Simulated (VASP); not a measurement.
Band structure of Cu2As (space group P4/nmm). These are PBEsol GGA, VASP's PBE PAW potentials (set 64) (plane waves; VASP) values and carry that method's errors.

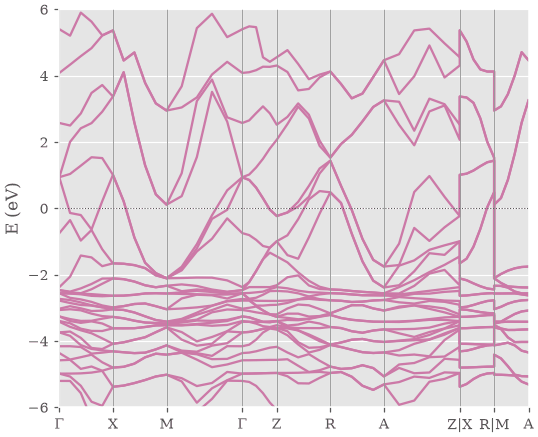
Bands along high-symmetry lines, zero at the valence-band maximum or, without a gap, the Fermi level

### Question
Read the plot: is there a gap, and where are the band edges?

### Answer
It has no gap at this level: it comes out as a metal or semimetal.

The structure comes from a computed database's Cu2As entry (P4/nmm); how it stands against other phases isn't given here. The cell was not relaxed at this level.
